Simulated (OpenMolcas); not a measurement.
# One shape, several levels: NO2F (nitryl fluoride)

Wanted: a comparison of 6 runs (HF/STO-3G, HF/3-21G, HF/cc-pVTZ, r2SCAN/cc-pVTZ, revPBE/cc-pVTZ, MP2/cc-pVTZ) of NO2F (nitryl fluoride). 

Program for the calculation: OpenMolcas 26.06.

### Step 1. The molecule

NO2F: 4 atoms, total charge 0, spin state singlet. As SMILES, `O=[N+]([O-])F`. The N2–F4 distance was set to 1.659 Å, away from the relaxed value.

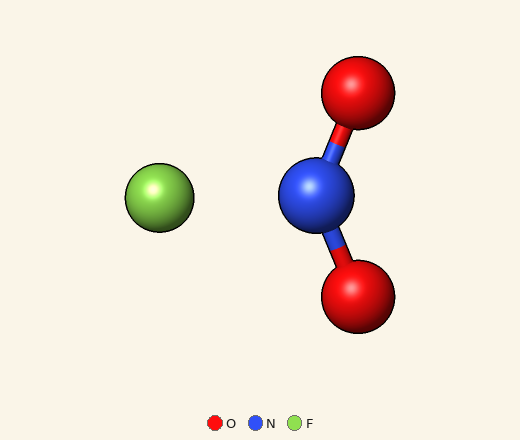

Viewed from a chosen angle; oxygen red, nitrogen blue, fluorine green.

### Step 2. The energy at HF/STO-3G (run 1)

The input, job.input:

```
* FNO2 Hartree-Fock

&GATEWAY
 BasLib = $CurrDir
 Coord
 4
 angstrom
 O        0.311961       0.358556       1.258525
 N        0.203391      -0.183174       0.227415
 O        0.600251      -1.180054      -0.238605
 F       -0.744590       0.670550      -0.832510
 Basis = STO-3G
 Group = NoSym

&SEWARD

&SCF
 Thresholds = 1e-10 1e-07 1e-07 1e-05
 PrOrbitals = 1
```

The basis set STO-3G is read from a file made from the Basis Set Exchange's data (not shown).

Started as:

```sh
$ export MOLCAS_MEM=1860
$ pymolcas job.input > job.log
```

The program printed:

```text
--- Start Module: gateway ---
[...]
--- Stop Module: gateway /rc=_RC_ALL_IS_WELL_ ---
--- Start Module: seward ---
[...]
      Basis functions           20
--- Stop Module: seward /rc=_RC_ALL_IS_WELL_ ---
--- Start Module: scf ---
[...]
       Convergence after  14 Iterations
[...]
::    Total SCF energy                               -299.2031267046
[...]
      Total spin, S                                     0.0000000000
[...]
      Total electronic charge=   32.000000
      Total            charge=   -0.000000
[...]
      Dipole Moment (debye):
      Origin of the operator (angstrom)=    0.0507   -0.0456    0.0566
                   X= -1.4258E-01               Y=  1.2838E-01               Z= -1.5940E-01           Total=  2.4943E-01
      Quadrupole Moment (debye*angstrom):
[...]
--- Stop Module: scf /rc=_RC_ALL_IS_WELL_ ---
[...]
```

Wall time 1.7 s (1 thread of Arm Neoverse V1, shared host); peak memory 0.37 GiB.

### Step 3. The energy at HF/3-21G (run 2)

The input, coord.xyz:

```xyz
4

O      0.311961     0.358556     1.258525
N      0.203391    -0.183174     0.227415
O      0.600251    -1.180054    -0.238605
F     -0.744590     0.670550    -0.832510
```

The input, calc.inp:

```
&GATEWAY
BasLib = $CurrDir
Coord = coord.xyz
Basis = 3-21G
Group = NoSym
&SEWARD
&SCF
Thresholds = 1e-10 1e-07 1e-07 1e-05
PrOrbitals = 0
```

The basis set 3-21G is read from a file made from the Basis Set Exchange's data (not shown).

Started as:

```sh
$ export MOLCAS_MEM=1860
$ pymolcas calc.inp > calc.log
```

The program printed:

```text
--- Start Module: gateway ---
[...]
--- Stop Module: gateway /rc=_RC_ALL_IS_WELL_ ---
--- Start Module: seward ---
[...]
      Basis functions           36
--- Stop Module: seward /rc=_RC_ALL_IS_WELL_ ---
--- Start Module: scf ---
[...]
       Convergence after  15 Iterations
[...]
::    Total SCF energy                               -301.6601488965
[...]
      Total spin, S                                     0.0000000000
[...]
      Total electronic charge=   32.000000
      Total            charge=   -0.000000
[...]
      Dipole Moment (debye):
      Origin of the operator (angstrom)=    0.0507   -0.0456    0.0566
                   X=  4.8030E-01               Y= -4.3258E-01               Z=  5.3704E-01           Total=  8.4037E-01
      Quadrupole Moment (debye*angstrom):
[...]
--- Stop Module: scf /rc=_RC_ALL_IS_WELL_ ---
[...]
```

It took 1.9 s on 1 thread of Arm Neoverse V1, shared host; peak memory 0.37 GiB.

Runs 3 to 4 aren't shown in full; the table further down has their settings and results.

### Step 4. The energy at revPBE/cc-pVTZ (run 5)

The input, test.inp:

```
* FNO2 Kohn-Sham DFT
&GATEWAY
BasLib=$CurrDir
Coord
4
bohr
O      0.58952085     0.67757264     2.37826757
N      0.38435329    -0.34614869     0.42975207
O      1.13431000    -2.22997887    -0.45089810
F     -1.40707118     1.26715585    -1.57321590
Basis=cc-pVTZ
Group=NoSym
&SEWARD
GridInput
Grid=UltraFine
End of Grid
&SCF
KSDFT=revPBE
Thresholds=1e-10 1e-07 1e-07 1e-05
PrOrbitals=1
```

The basis set cc-pVTZ is read from a file made from the Basis Set Exchange's data (not shown).

Started as:

```sh
$ export MOLCAS_MEM=1860
$ pymolcas test.inp > test.log
```

The program printed:

```text
--- Start Module: gateway ---
[...]
--- Stop Module: gateway /rc=_RC_ALL_IS_WELL_ ---
--- Start Module: seward ---
[...]
      Basis functions          120
--- Stop Module: seward /rc=_RC_ALL_IS_WELL_ ---
[...]
--- Start Module: scf ---
[...]
       Convergence after  20 Iterations
[...]
::    Total KS-DFT energy                            -304.9429569165
[...]
      Total spin, S                                     0.0000000000
[...]
      Total electronic charge=   32.000000
      Total            charge=   -0.000000
[...]
      Dipole Moment (debye):
      Origin of the operator (angstrom)=    0.0507   -0.0456    0.0566
                   X=  8.7427E-01               Y= -7.8735E-01               Z=  9.7750E-01           Total=  1.5296E+00
      Quadrupole Moment (debye*angstrom):
[...]
--- Stop Module: scf /rc=_RC_ALL_IS_WELL_ ---
[...]
```

Wall time 49 s (1 thread of Arm Neoverse V1, shared host); peak memory 0.76 GiB.

### Step 5. A single-point energy at MP2/cc-pVTZ (run 6)

The input, struct.xyz:

```xyz
4

O      0.311961     0.358556     1.258525
N      0.203391    -0.183174     0.227415
O      0.600251    -1.180054    -0.238605
F     -0.744590     0.670550    -0.832510
```

The input, job.input:

```
&GATEWAY
  BasLib=$CurrDir
  Coord=struct.xyz
  Basis=cc-pVTZ
  Group=NoSym

&SEWARD

&SCF
  Thresholds=1e-10 1e-07 1e-07 1e-05
  PrOrbitals=1 1

&MBPT2
  Frozen=4
```

The basis set cc-pVTZ is read from a file made from the Basis Set Exchange's data (not shown).

Started as:

```sh
$ export MOLCAS_MEM=1860
$ pymolcas job.input > job.log
```

The program printed:

```text
--- Start Module: gateway ---
[...]
--- Stop Module: gateway /rc=_RC_ALL_IS_WELL_ ---
[...]
      Basis functions          120
[...]
--- Start Module: scf ---
[...]
       Convergence after  17 Iterations
[...]
::    Total SCF energy                               -303.4996934208
[...]
      Total spin, S                                     0.0000000000
[...]
      Total electronic charge=   32.000000
      Total            charge=   -0.000000
[...]
      Dipole Moment (debye):
      Origin of the operator (angstrom)=    0.0507   -0.0456    0.0566
                   X=  7.9672E-01               Y= -7.1753E-01               Z=  8.9081E-01           Total=  1.3940E+00
      Quadrupole Moment (debye*angstrom):
[...]
--- Stop Module: scf /rc=_RC_ALL_IS_WELL_ ---
[...]
--- Start Module: mbpt2 ---
[...]
WARNING!
Default frozen orbitals as non valence orbitals is overwritten by user input.
Default values:   4
[...]
       Reference weight ( Cref**2 )         =        0.79364
::    Total MBPT2 energy                             -304.4772160173
[...]
      Total MBPT2 calculations                           0.79      0.94
--- Stop Module: mbpt2 /rc=_RC_ALL_IS_WELL_ ---
[...]
```

Wall time 21 s (1 thread of Arm Neoverse V1, shared host); peak memory 0.76 GiB.

### Step 6. Overview of the runs

```csv
run,level,integration grid,frozen core orbitals,energy (Eh),dipole moment (D) of the reference,HOMO energy (eV),LUMO energy (eV),wall time
1,HF/STO-3G,–,–,-299.203127,0.25,-9.98,5.35,1.7 s
2,HF/3-21G,–,–,-301.660149,0.84,-14.38,1.31,1.9 s
3,HF/cc-pVTZ,–,–,-303.499693,1.39,-15.21,1.28,20 s
4,r2SCAN/cc-pVTZ,UltraFine,–,-304.880746,1.57,-9.06,-3.97,60 s
5,revPBE/cc-pVTZ,UltraFine,–,-304.942957,1.53,-8.41,-3.86,49 s
6,MP2/cc-pVTZ,–,4,-304.477216,1.39,-15.21,1.28,21 s
```

### Step 7. Results

| quantity | value |
| --- | --- |
| run 6: total energy | -304.47722 Eh |
| run 6: dipole moment (mean-field density) | 1.39 D |
| run 6: HOMO energy (Hartree–Fock orbitals) | -15.21 eV |
| run 6: LUMO energy (Hartree–Fock orbitals) | 1.28 eV |
| run 6: HOMO–LUMO gap (Hartree–Fock orbitals) | 16.50 eV |
| run 6: correlation energy (4 core orbitals frozen) | -977.5 mEh |

What this shows: Over runs 1, 2, 3, 4, 5 the dipole moment (its size) runs from 0.25 D (HF/STO-3G) to 1.57 D (r2SCAN/cc-pVTZ). The two ends differ in method and basis. The two dipoles point in opposite directions. Over runs 1, 2, 3, 4, 5 the HOMO–LUMO gap runs from 4.55 eV (revPBE/cc-pVTZ) to 16.50 eV (HF/cc-pVTZ). Exact exchange widens orbital gaps. Totals of different functionals can't be ranked against each other. In run 1 the basis is minimal, so the values are rough. All runs together took 2.6 min, the longest 60 s.
